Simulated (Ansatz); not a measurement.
System: SiC2.

The calculation's input:

```
crystal:
  lattice:
    - [2.7048050517, 0.0, 0.0]
    - [-1.3524025258, 2.342429887, 0.0]
    - [0.0, 0.0, 7.8636771958]
  atoms:
    - { symbol: Si, position: [0.6666666667, 0.3333333333, 0.3459335612] }
    - { symbol: Si, position: [0.6666666667, 0.3333333333, 0.6540664388] }
    - { symbol: C, position: [0.3333333333, 0.6666666667, 0.8754918441] }
    - { symbol: C, position: [0.3333333333, 0.6666666667, 0.1245081559] }
    - { symbol: C, position: [0.3333333333, 0.6666666667, 0.5] }
    - { symbol: C, position: [0.6666666667, 0.3333333333, 0.0] }
basis:
  ecutwfc: 420
kpoints:
  mp_grid: { grid: [18, 18, 6] }
  band_path:
    path:
      - [[0.0, 0.0, 0.0], [0.5, 0.0, 0.0], [0.33333333, 0.33333333, 0.0], [0.0, 0.0, 0.0], [0.0, 0.0, 0.5], [0.5, 0.0, 0.5], [0.33333333, 0.33333333, 0.5], [0.0, 0.0, 0.5]]
      - [[0.5, 0.0, 0.5], [0.5, 0.0, 0.0]]
      - [[0.33333333, 0.33333333, 0.5], [0.33333333, 0.33333333, 0.0]]
    npoints: 14
hamiltonian:
  xc: pbe
scf:
  occupations: { method: gaussian, width: 0.1 }
  n_extra_bands: 15
output:
  forces: true
  stress: true
  eigenvalues: true
  populations: true
  dos: { projected: true, de: 0.02, nscf_kmesh: { grid: [22, 22, 8] } }
  bader: true
  write_density: true
  write_potential: true
  elf: true
  volumetric_format: npy
```

Run with:

```sh
ansatz run input.yaml --threads 1 --pin off --max-ram 2560MiB --backend cpu --events-out ev --progress --plain --runs-dir out
```

Below, planes, directions and counts refer to the conventional cell (a = 2.70 Å, b = 2.70 Å, c = 7.86 Å, α = 90.00°, β = 90.00°, γ = 120.00°).

Space group P-6m2; a structure generated by program, which may or may not match a known phase.

Level of theory: Ansatz 0.2.0, DFT PBE, scalar-relativistic, plane waves, PAW.

### Predict the valence pseudo-density and electron localisation function between the atoms.

Si–Si (2.42 Å): the density is about 0.38 e/Å³ at the midpoint; the ELF is about 0.30 at the midpoint.
Bader's partition of the density gives Si +1.88 and C −2.89 to −0.05 e.

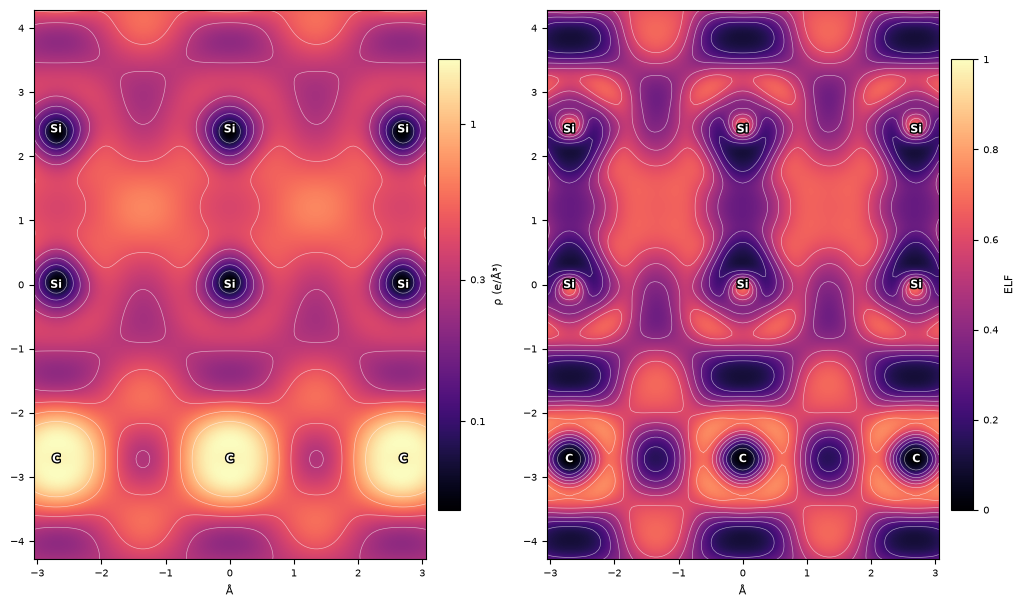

Computed valence pseudo-density and electron localisation function on the (010) plane of the conventional cell, in this order. Atoms just off the plane (C, 0.8 Å away) can leave unmarked features too.

Core electrons are frozen (PAW), and the valence fields are smoothed inside the atomic spheres.
